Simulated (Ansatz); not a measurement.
| atom | x (Å) | y (Å) | z (Å) |
| --- | --- | --- | --- |
| Al | 0.4811 | -0.0069 | 0.0646 |
| O | 0.7040 | -0.1520 | 1.7209 |
| H | 0.0500 | -0.2398 | 2.3865 |
| H | 1.7691 | 0.1275 | -0.8222 |
| H | -0.9781 | -0.0103 | -0.5324 |

All numbers below come from RHF/def2-TZVP (Ansatz 0.2.0).

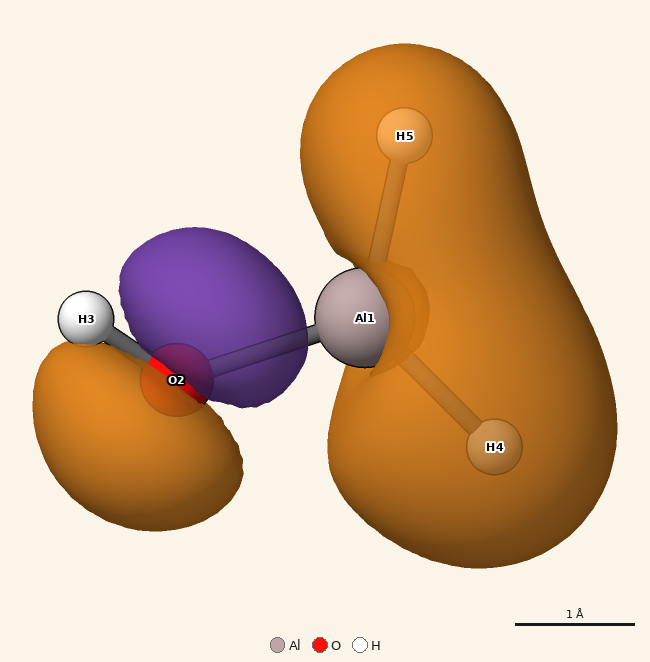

AlH₃O. The HOMO−1 at ±0.1 Å⁻³ᐟ² (orange and purple are the two phases), seen across its widest extent.

**Where does this orbital lie, and at what energy?**

By Hirshfeld shares it lies mainly on O2 (about 30 %), Al1 (about 30 %), H4 (about 25 %) and H5 (about 10 %); it is symmetric in the molecular plane (an in-plane orbital: σ, lone-pair or in-plane π type). Its energy is −13.57 eV.
